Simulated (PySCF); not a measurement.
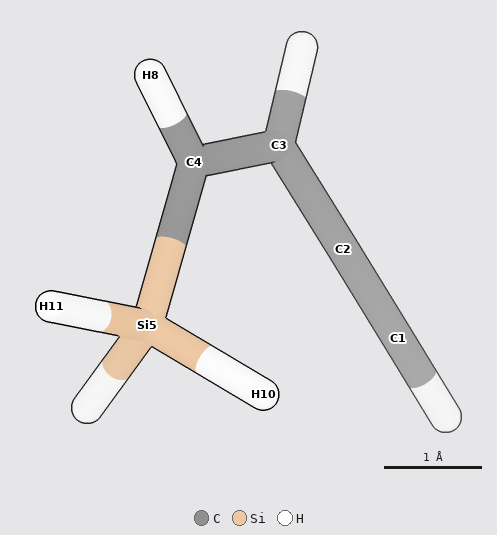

Fig. 1: The structure as given in the input (stick view, seen at an oblique angle; atoms are numbered from 1 in the order of the input).

NMR shielding calculation, with input and output: C4H6Si

C4H6Si, computed with GIAO HF/pcSseg-2 NMR shielding, non-relativistic, gas phase (PySCF 2.14.0).

The geometry comes from this level: PBE0-D3(BJ)/def2-SVP. Figures and captions count atoms from 1; the log counts them from 0 in places.

## The input
```
{"job": {"kind": "nmr", "xc": "HF", "basis": "pcSseg-2", "pop": false}, "charge": 0, "multiplicity": 1}
C      2.070586    -1.384346     0.343385
C      1.562216    -0.306233     0.109779
C      0.956719     0.952653    -0.162384
C     -0.376701     1.138508    -0.242536
Si    -1.638162    -0.233593    -0.008475
H      2.517468    -2.339377     0.549922
H      1.644806     1.795174    -0.309207
H     -0.724875     2.155516    -0.457283
H     -1.442849    -1.314156    -1.022129
H     -1.524411    -0.832691     1.355824
H     -3.006795     0.342600    -0.172356
```

The first line tells a small driver script what to run in PySCF; the rest is the geometry in Å.

Launch command:
```bash
OMP_NUM_THREADS=1 python <driver script> task.json out
```

## What the program printed
```
final grid: 88992 points
cycle   1  E = -443.8010840988  dE =  6.575e-01  |g| = 3.951e-01  |ddm| = 2.688e+00
cycle   2  E = -443.8610976087  dE = -6.001e-02  |g| = 1.266e-01  |ddm| = 4.852e-01
cycle   3  E = -443.8664408491  dE = -5.343e-03  |g| = 6.697e-02  |ddm| = 2.327e-01
cycle   4  E = -443.8677376023  dE = -1.297e-03  |g| = 1.902e-02  |ddm| = 8.164e-02
cycle   5  E = -443.8678432253  dE = -1.056e-04  |g| = 4.097e-03  |ddm| = 2.256e-02
cycle   6  E = -443.8678527749  dE = -9.550e-06  |g| = 1.327e-03  |ddm| = 8.076e-03
cycle   7  E = -443.8678546120  dE = -1.837e-06  |g| = 6.099e-04  |ddm| = 3.023e-03
cycle   8  E = -443.8678550638  dE = -4.519e-07  |g| = 2.826e-04  |ddm| = 1.534e-03
cycle   9  E = -443.8678552075  dE = -1.436e-07  |g| = 1.365e-04  |ddm| = 9.624e-04
cycle  10  E = -443.8678552396  dE = -3.213e-08  |g| = 5.527e-05  |ddm| = 4.906e-04
cycle  11  E = -443.8678552425  dE = -2.901e-09  |g| = 2.154e-05  |ddm| = 9.867e-05
cycle  12  E = -443.8678552433  dE = -7.644e-10  |g| = 8.961e-06  |ddm| = 5.897e-05
converged SCF energy = -443.8678552433

GIAO shielding tensors (ppm)
atom      isotropic    diamagn.    paramagn.     s11        s22        s33       span
  0 C       92.975     262.051    -169.075     41.903     51.787    185.236    143.333
  1 C      116.998     258.411    -141.413     11.614     11.641    327.739    316.125
  2 C       49.531     253.108    -203.577   -101.370     80.770    169.193    270.563
  3 C       42.964     255.270    -212.307   -107.773     51.225    185.438    293.211
  4 Si     455.513     875.185    -419.671    439.909    447.070    479.561     39.652
  5 H       27.781      32.447      -4.666     24.088     24.630     34.625     10.538
  6 H       25.075      29.173      -4.098     21.849     24.483     28.893      7.044
  7 H       25.165      31.421      -6.256     22.656     24.391     28.446      5.790
  8 H       27.563      29.658      -2.096     24.517     26.542     31.629      7.111
  9 H       27.565      29.658      -2.093     24.523     26.531     31.640      7.118
 10 H       27.863      29.108      -1.245     24.865     25.925     32.800      7.935
```

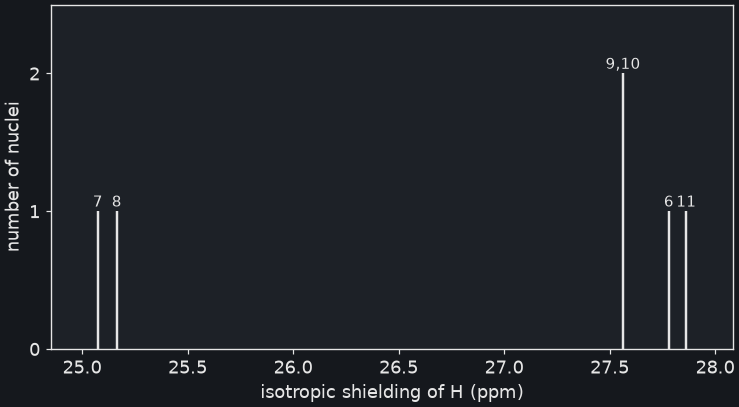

Fig. 2: Isotropic shieldings of the hydrogen nuclei in this fixed geometry, labelled by atom number; shielding grows to the right, so chemical shift grows to the left. The least shielded is H7 (25.1 ppm), the most shielded H11 (27.9 ppm).

## Results in brief

- outcome: converged
- total energy: −443.867855 hartree
- HOMO: −9.46 eV
- LUMO: 1.97 eV
- dipole moment: 0.49 D
- isotropic shielding, C: 43.0 to 117.0 ppm
- isotropic shielding, Si: 455.5 ppm
- isotropic shielding, H: 25.1 to 27.9 ppm
- hardware: 1 CPU thread, shared host
- wall time: 22 s
- peak memory: 1 GiB
